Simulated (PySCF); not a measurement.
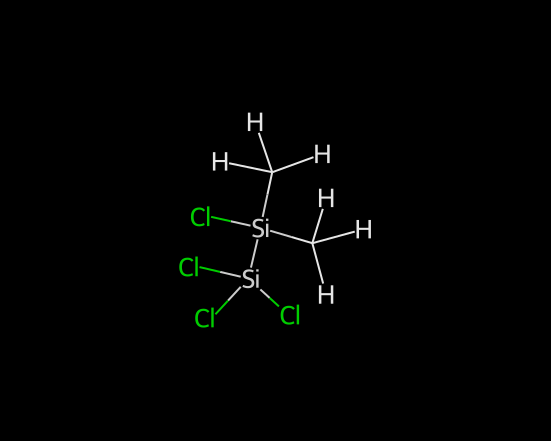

The computed structure is the end point of a GFN2-xTB optimisation. No frequency run is at hand to confirm it as a minimum. Method: CAM-B3LYP/def2-SVPD, gas phase (PySCF 2.14.0). Excitations: vertical, linear response.

What is the HOMO energy (Kohn–Sham orbital)?

−9.58 eV.

What is the LUMO energy (Kohn–Sham orbital)?

0.31 eV.

Give the mean static polarisability at this level.

127.7 bohr³.

What is the lowest vertical singlet excitation?

6.64 eV.

The geometry is semi-empirical. Around Si such bond lengths and angles can be off by a tenth of an ångström or more and by several degrees, and values that hang on the shape move with them.
